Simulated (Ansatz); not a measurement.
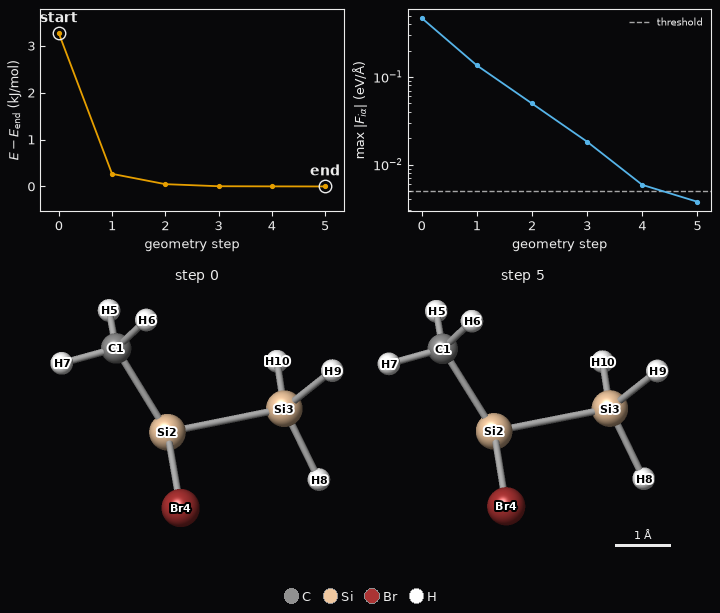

First and last geometry of a relaxation of CH$_{6}$BrSi$_{2}$ (multiplicity 2), with the history of the run. Style: ball-and-stick. Shown at a tilt.

The start comes from PBE-D4/def2-SVP.

Method: Ansatz, UKS PBE0-D4/def2-TZVP. (force threshold 0.005 eV/Å; at most 150 steps)

Q: Did the run converge, and what did it change?

A: It converged. The largest moves after the best rigid fit, 0.033 Å, are those of Br4 and H7. By element the largest moves are Br 0.033 Å, H 0.033 Å, Si 0.022 Å, C 0.014 Å. Near-neighbour distances that change, for instance: Si2–Br4 2.264 → 2.240 Å, C1–Si2 1.897 → 1.874 Å, Si3–H8 1.503 → 1.485 Å, Si2–Si3 2.355 → 2.337 Å. Over 5 geometry steps the energy falls by 3.27 kJ/mol. The largest force component goes from 0.47 to 0.0038 eV/Å. The run took about 20 s of wall time on a shared GPU.
